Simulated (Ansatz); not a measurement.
```cif
data_structure
_symmetry_space_group_name_H-M 'P 1'
_symmetry_Int_Tables_number 1
_cell_length_a 5.7963
_cell_length_b 5.7963
_cell_length_c 5.7963
_cell_angle_alpha 90.000
_cell_angle_beta 90.000
_cell_angle_gamma 90.000
_cell_volume 194.73
loop_
_atom_site_label
_atom_site_type_symbol
_atom_site_fract_x
_atom_site_fract_y
_atom_site_fract_z
_atom_site_occupancy
K1 K 0.00000 0.00000 0.00000 1
Na1 Na 0.50000 0.50000 0.50000 1
Lu1 Lu 0.00000 0.50000 0.50000 1
Lu2 Lu 0.50000 0.00000 0.50000 1
Lu3 Lu 0.50000 0.50000 0.00000 1
```

Space group Pm-3m; a structure generated by program, which may or may not match a known phase; computed without spin polarisation.

Method: Ansatz, DFT PBE, scalar-relativistic, plane waves, PAW.

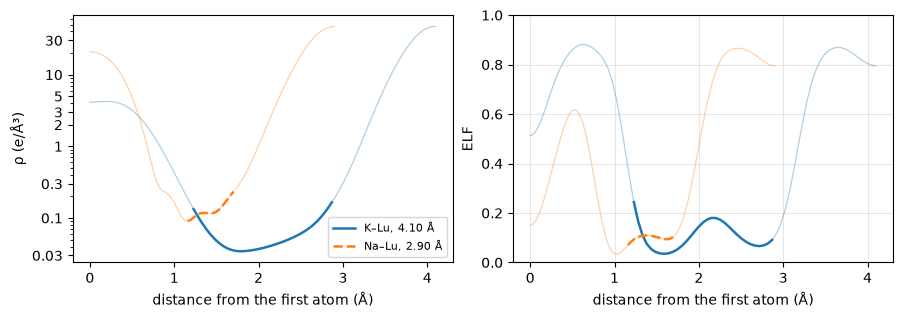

KNaLu3. Valence electron density and electron localisation function along straight lines between neighbouring atoms. Thin, pale parts lie inside the atomic spheres.

The density is the valence pseudo-density of a PAW calculation; it isn't the true density close to the nuclei.

### Compare the contacts.

K–Lu (4.10 Å): the density is about 0.04 e/Å³ at the midpoint; the ELF is about 0.15 at the midpoint; no shared electron pair shows on this line.
Na–Lu (2.90 Å): the density is about 0.12 e/Å³ at the midpoint; the ELF is about 0.10 at the midpoint; no shared electron pair shows on this line.
